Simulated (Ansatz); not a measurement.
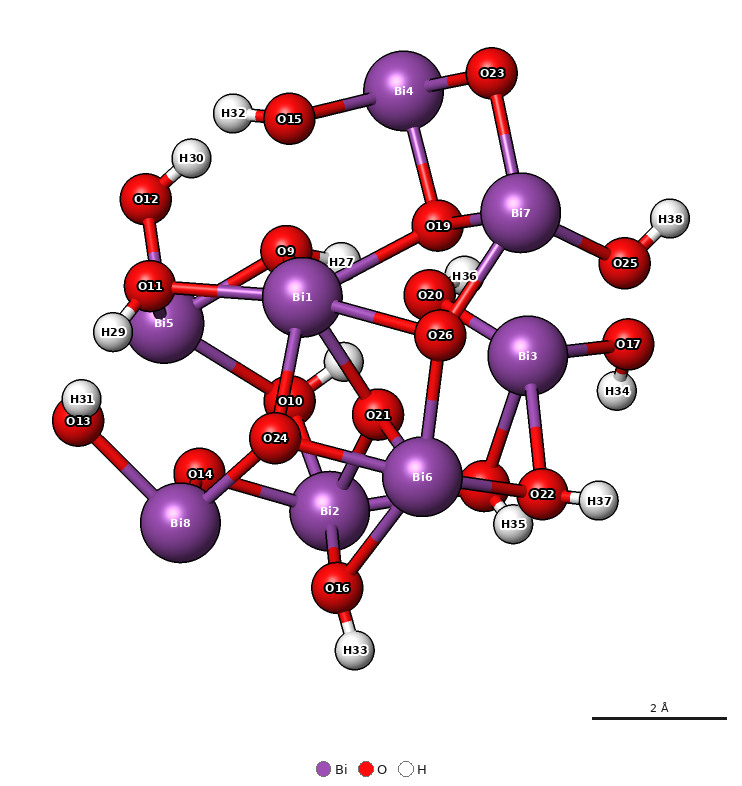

Figure 1. The input geometry (ball-and-stick view, seen at a tilt; atoms are numbered from 1 in the order of the input). Sticks mark near contacts. Bond lengths as drawn: Bi–O 2.05 to 2.60 Å and H–O 0.97 to 1.00 Å.

## Run report: Bi₈H₁₂O₁₈, single-point calculation

Bi₈H₁₂O₁₈, computed with RKS r2SCAN-D4/def2-SVP (Ansatz 0.2.0).

The geometry comes from this level: r2SCAN-D4/def2-SVP. Figures and captions count atoms from 1; the log counts them from 0 in places.

**Input file**
```yaml
crystal:
  periodic: [false, false, false]
  atoms:
    - {symbol: Bi, position_ang: [1.267041, -1.080619, 0.527689]}
    - {symbol: Bi, position_ang: [-1.253315, -0.065226, -2.540694]}
    - {symbol: Bi, position_ang: [-0.722541, 2.441716, 0.248116]}
    - {symbol: Bi, position_ang: [0.172121, -0.085814, 3.826872]}
    - {symbol: Bi, position_ang: [-1.715963, -2.971457, -0.197370]}
    - {symbol: Bi, position_ang: [2.238551, 1.117833, -1.811436]}
    - {symbol: Bi, position_ang: [2.499731, 1.885216, 2.322325]}
    - {symbol: Bi, position_ang: [1.530393, -2.308543, -3.102506]}
    - {symbol: O, position_ang: [-0.940646, -1.373921, 1.177130]}
    - {symbol: O, position_ang: [-2.613893, -0.898688, -1.016722]}
    - {symbol: O, position_ang: [0.430468, -3.330895, 0.308058]}
    - {symbol: O, position_ang: [-2.734424, -3.527478, 1.588387]}
    - {symbol: O, position_ang: [1.778080, -4.080756, -1.860874]}
    - {symbol: O, position_ang: [-0.406784, -2.100347, -2.323601]}
    - {symbol: O, position_ang: [1.393690, -1.728556, 3.121835]}
    - {symbol: O, position_ang: [0.952747, 0.181885, -3.658804]}
    - {symbol: O, position_ang: [-2.214310, 3.930857, 0.678855]}
    - {symbol: O, position_ang: [-1.727244, 2.155480, -1.775158]}
    - {symbol: O, position_ang: [0.614286, 0.746692, 1.930001]}
    - {symbol: O, position_ang: [-2.230361, 0.882731, 0.895809]}
    - {symbol: O, position_ang: [0.272871, 0.359401, -1.001434]}
    - {symbol: O, position_ang: [0.851852, 2.965838, -1.757016]}
    - {symbol: O, position_ang: [1.751803, 1.123615, 4.304564]}
    - {symbol: O, position_ang: [2.472383, -1.154257, -1.620269]}
    - {symbol: O, position_ang: [1.236024, 3.578508, 1.848915]}
    - {symbol: O, position_ang: [2.676518, 1.009225, 0.312159]}
    - {symbol: H, position_ang: [-1.475010, -0.524690, 1.156864]}
    - {symbol: H, position_ang: [-2.684513, -0.199805, -0.300456]}
    - {symbol: H, position_ang: [0.889968, -3.768127, -0.465822]}
    - {symbol: H, position_ang: [-2.401414, -2.967454, 2.305363]}
    - {symbol: H, position_ang: [2.692987, -4.110020, -1.539264]}
    - {symbol: H, position_ang: [0.891205, -2.559567, 3.057569]}
    - {symbol: H, position_ang: [0.994295, 0.596617, -4.534172]}
    - {symbol: H, position_ang: [-2.874940, 3.898530, -0.030139]}
    - {symbol: H, position_ang: [-1.046370, 2.663466, -2.265571]}
    - {symbol: H, position_ang: [-2.979891, 1.365859, 1.276284]}
    - {symbol: H, position_ang: [1.350299, 3.796889, -1.709304]}
    - {symbol: H, position_ang: [1.064325, 4.135871, 2.623789]}
basis:
  gaussian: {orbitals: def2-SVP, fitting: {mean_field: def2-universal-jkfit}, initial_orbitals: start.molden}
hamiltonian: {xc: r2scan, dispersion: d4}
scf: {omitted_lower_state_checks: [starts]}
output: {forces: true, orbitals: {seedname: orbitals}}
```

Run as:
```bash
ansatz run in.yaml --threads 2 --pin off --events-out ev --progress --plain --max-ram 22528MiB --backend cuda --devices 0, --max-vram 18GiB
```

**Output**
```
Functional definition: r2SCAN
  name "r2SCAN"
  cite "Furness, Kaplan, Ning, Perdew & Sun, J. Phys. Chem. Lett. 11, 8208 (2020) doi:10.1021/acs.jpclett.0c02405"
  cite "Furness, Kaplan, Ning, Perdew & Sun, J. Phys. Chem. Lett. 11, 9248 (2020) doi:10.1021/acs.jpclett.0c03077"
  parent r2scan
  parameter k0 = 0.174
  parameter k1 = 0.065
  parameter a1 = 4.9479
  exchange = r2scan_x(k0 = k0, k1 = k1, a1 = a1)
  correlation = r2scan_c
these checks for a lower state are left out or cut short: starts
3610 factors; integrals over basis functions are off by at most 1.8e-1 eV
mean field evaluation 1: about -83753.5561 eV, gradient 9.9e0 eV
mean field evaluation 2: about -83753.7745 eV, gradient 2.5e-1 eV
mean field evaluation 4: about -83753.7736 eV, gradient 6.1e-4 eV
mean field -83753.77360205 eV, -3077.8944095288 hartree, gradient 2.3e-5 eV, S^2 0.000000; 0 other end points of the search recorded, 0 dependent functions left out
the calculation of the forces begins
reference -83753.77362324 eV, -3077.8944103072 hartree; 170, 170 occupied and 350, 350 virtual orbitals, 3610 factors
Total energy: -83754.65378517 eV, -3077.9267556617 hartree
Atom 0 at     1.267041    -1.080619     0.527689 Å, force     0.000903    -0.018965     0.011133 eV/Å
Atom 1 at    -1.253315    -0.065226    -2.540694 Å, force    -0.001949     0.009153     0.021090 eV/Å
Atom 2 at    -0.722541     2.441716     0.248116 Å, force    -0.008760     0.008209     0.005774 eV/Å
Atom 3 at     0.172121    -0.085814     3.826872 Å, force    -0.016523    -0.001894     0.017236 eV/Å
Atom 4 at    -1.715963    -2.971457    -0.197370 Å, force     0.024003    -0.005612     0.026618 eV/Å
Atom 5 at     2.238551     1.117833    -1.811436 Å, force     0.004834    -0.011038     0.018463 eV/Å
Atom 6 at     2.499731     1.885216     2.322325 Å, force     0.022613    -0.002644     0.009459 eV/Å
Atom 7 at     1.530393    -2.308543    -3.102506 Å, force     0.015973    -0.027600     0.007872 eV/Å
Atom 8 at    -0.940646    -1.373921     1.177130 Å, force     0.014182     0.003791    -0.006696 eV/Å
Atom 9 at    -2.613893    -0.898688    -1.016722 Å, force     0.005206    -0.000000     0.007198 eV/Å
Atom 10 at     0.430468    -3.330895     0.308058 Å, force    -0.006129    -0.003298    -0.017591 eV/Å
Atom 11 at    -2.734424    -3.527478     1.588387 Å, force    -0.003815    -0.005003    -0.000611 eV/Å
Atom 12 at     1.778080    -4.080756    -1.860874 Å, force     0.001983     0.012008    -0.004129 eV/Å
Atom 13 at    -0.406784    -2.100347    -2.323601 Å, force     0.001973     0.010248    -0.002157 eV/Å
Atom 14 at     1.393690    -1.728556     3.121835 Å, force     0.006479    -0.010319     0.001425 eV/Å
Atom 15 at     0.952747     0.181885    -3.658804 Å, force    -0.004447     0.009558     0.001200 eV/Å
Atom 16 at    -2.214310     3.930857     0.678855 Å, force     0.009775    -0.012054    -0.001088 eV/Å
Atom 17 at    -1.727244     2.155480    -1.775158 Å, force    -0.000981    -0.008142    -0.015585 eV/Å
Atom 18 at     0.614286     0.746692     1.930001 Å, force     0.009065     0.004370    -0.004349 eV/Å
Atom 19 at    -2.230361     0.882731     0.895809 Å, force    -0.002678    -0.005581    -0.002103 eV/Å
Atom 20 at     0.272871     0.359401    -1.001434 Å, force    -0.001337     0.001794    -0.013360 eV/Å
Atom 21 at     0.851852     2.965838    -1.757016 Å, force     0.012567    -0.005562     0.008812 eV/Å
Atom 22 at     1.751803     1.123615     4.304564 Å, force    -0.005072    -0.000858    -0.008120 eV/Å
Atom 23 at     2.472383    -1.154257    -1.620269 Å, force    -0.005507     0.013595    -0.011879 eV/Å
Atom 24 at     1.236024     3.578508     1.848915 Å, force    -0.003875     0.011328    -0.003430 eV/Å
Atom 25 at     2.676518     1.009225     0.312159 Å, force    -0.005889     0.000385    -0.021470 eV/Å
Atom 26 at    -1.475010    -0.524690     1.156864 Å, force    -0.009726     0.004991    -0.002238 eV/Å
Atom 27 at    -2.684513    -0.199805    -0.300456 Å, force    -0.010184     0.027149    -0.014534 eV/Å
Atom 28 at     0.889968    -3.768127    -0.465822 Å, force    -0.003462     0.003692    -0.000897 eV/Å
Atom 29 at    -2.401414    -2.967454     2.305363 Å, force    -0.003405    -0.002211    -0.004887 eV/Å
Atom 30 at     2.692987    -4.110020    -1.539264 Å, force    -0.007438    -0.003064    -0.005804 eV/Å
Atom 31 at     0.891205    -2.559567     3.057569 Å, force     0.003529     0.006631    -0.005829 eV/Å
Atom 32 at     0.994295     0.596617    -4.534172 Å, force    -0.001490    -0.004845     0.005586 eV/Å
Atom 33 at    -2.874940     3.898530    -0.030139 Å, force    -0.006962     0.001553    -0.004036 eV/Å
Atom 34 at    -1.046370     2.663466    -2.265571 Å, force    -0.004725     0.004183     0.008352 eV/Å
Atom 35 at    -2.979891     1.365859     1.276284 Å, force    -0.008849    -0.001360     0.002268 eV/Å
Atom 36 at     1.350299     3.796889    -1.709304 Å, force    -0.006074    -0.014707    -0.005945 eV/Å
Atom 37 at     1.064325     4.135871     2.623789 Å, force    -0.003808     0.012119     0.004253 eV/Å
Dipole moment:     0.877709     0.429936    -0.919126 e Å
Checks for a lower state left out: starts
```

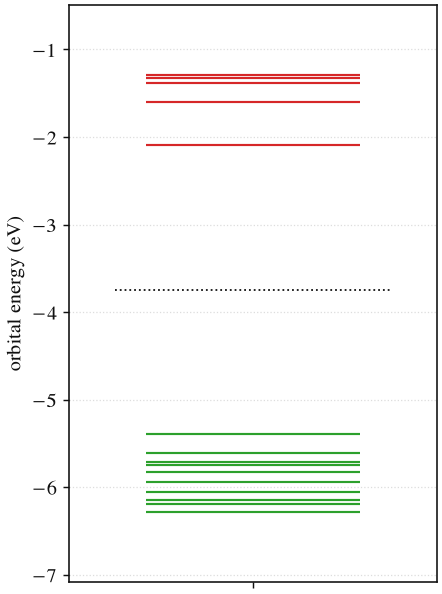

Figure 2. Orbital energies near the frontier; the dotted line parts filled from empty levels, and levels within 0.02 eV of each other stand side by side. Highest filled −5.40 eV, lowest empty −2.09 eV, 3.31 eV apart.

**Results in brief**

| quantity | value |
| --- | --- |
| outcome | converged |
| total energy | −83754.6538 eV |
| mean-field energy | −83753.7736 eV |
| dispersion energy | −0.8802 eV |
| SCF solution under orbital rotations | stable |
| HOMO | −5.40 eV |
| LUMO | −2.09 eV |
| largest force (length of the vector) | 0.036 eV/Å |
| dipole moment | 6.44 D |
| hardware | 2 CPU threads, shared host |
| wall time | 9 s (CPU time 11 s) |
| peak memory | 1.3 GiB |
